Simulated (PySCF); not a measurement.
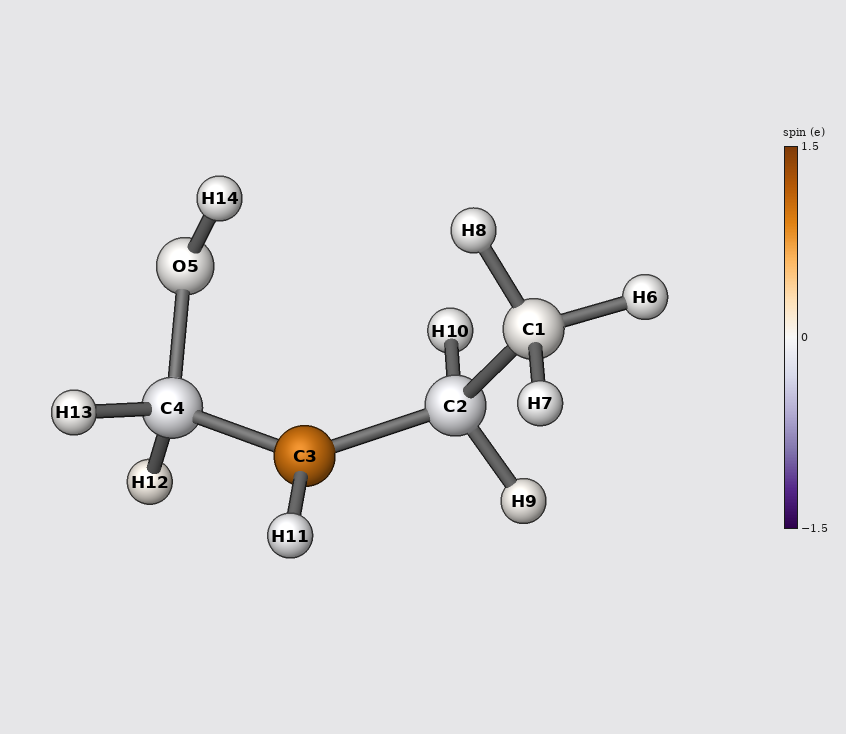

Atoms are coloured by their Mulliken spin populations. Charge 0, doublet. Computed geometry: GFN2-xTB optimisation. No frequency run is at hand to confirm it as a minimum. Method: UKS B3LYP, pcH-1 on C H O, non-relativistic (PySCF 2.14.0).

Give the Mulliken spin populations atom by atom.

```tsv
atom	value (e)
C1	0.03
C2	−0.08
C3	1.01
C4	−0.08
O5	0.01
H6	0.01
H7	0.00
H8	0.00
H9	0.05
H10	0.00
H11	−0.04
H12	0.06
H13	0.02
H14	0.01
```

Mulliken values depend strongly on the basis set.
